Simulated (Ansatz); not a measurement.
C2H7AlBFO

```xyz
13

B     0.0913   -2.5990   -0.8688
Al    0.1793   -0.5993   -0.1819
C     1.8391    0.3231    0.4024
F     1.5663    1.6610    0.6635
O    -1.2571    0.2800   -0.1048
C    -1.7472    1.5290    0.2516
H     0.1828   -2.8905   -2.0315
H    -0.0548   -3.5350   -0.1283
H     2.2667   -0.1198    1.3130
H     2.6415    0.2801   -0.3471
H    -2.4994    1.4333    1.0431
H    -2.2338    2.0081   -0.6060
H    -0.9540    2.1943    0.6097
```

Computed with RKS BHLYP-D4/def2-SVP in Ansatz.

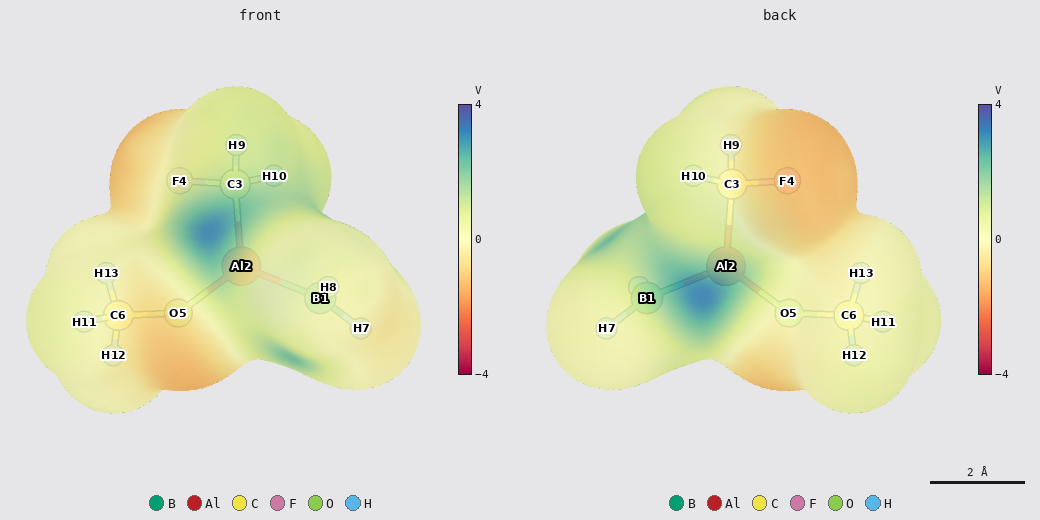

Figure 1. The electrostatic potential painted on the density surface at 0.002 e/bohr³, seen from the front and from behind; red is negative and blue positive.

Which sites attract a positive test charge, and which a negative one?

Answer. A positive charge is drawn to the negative regions and a negative charge to the positive ones. The most negative region (about −1.4 V) lies over F4 and O5, the most positive (about +3.1 V) over Al2.

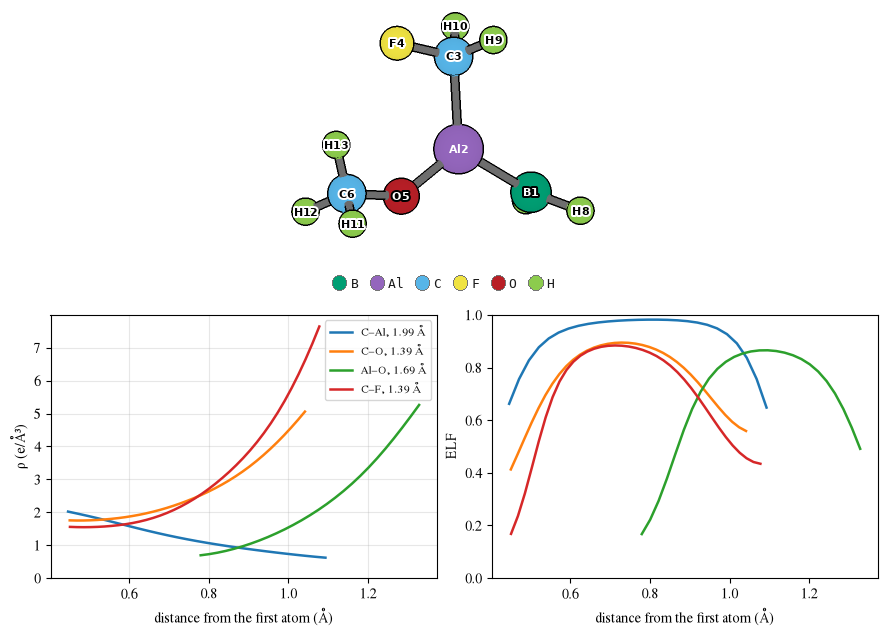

Figure 2. Electron density and electron localisation function along straight lines between neighbouring atoms. The curves leave out the atomic cores. The structure is drawn too.

Compare the contacts.

Answer. C–Al (1.99 Å): ρ at the midpoint is about 0.74 e/Å³; the ELF peaks at about 1 between the atoms (a shared but strongly polarised pair).
C–O (1.39 Å): ρ at the midpoint is about 2.1 e/Å³, with its minimum of 1.8 e/Å³ about 0.5 Å from C; the ELF peaks at about 0.90 between the atoms (a shared but strongly polarised pair).
Al–O (1.69 Å): ρ at the midpoint is about 0.83 e/Å³; the ELF peaks at about 0.85 in the valence shell of O, 0.6 Å from its nucleus, and is about 0.40 at the midpoint.
C–F (1.39 Å): ρ is about 2 e/Å³ halfway, with its minimum of 1.5 e/Å³ about 0.5 Å from C; the ELF peaks at about 0.90 between the atoms: a shared but strongly polarised pair.

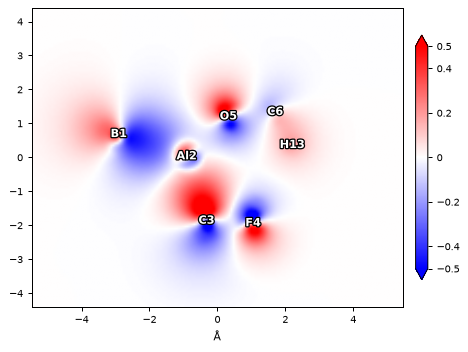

Figure 3. One frontier orbital on the plane of atoms Al2, O5 and C6 (values in Å⁻³ᐟ²; the overall sign is arbitrary).

Which orbital is it: HOMO or LUMO?

Answer. The HOMO, at −8.28 eV. Its weight (Hirshfeld) is mainly on C3 (about 25 %), B1 (about 25 %), Al2 (about 20 %), F4 (about 10 %) and O5 (about 10 %).
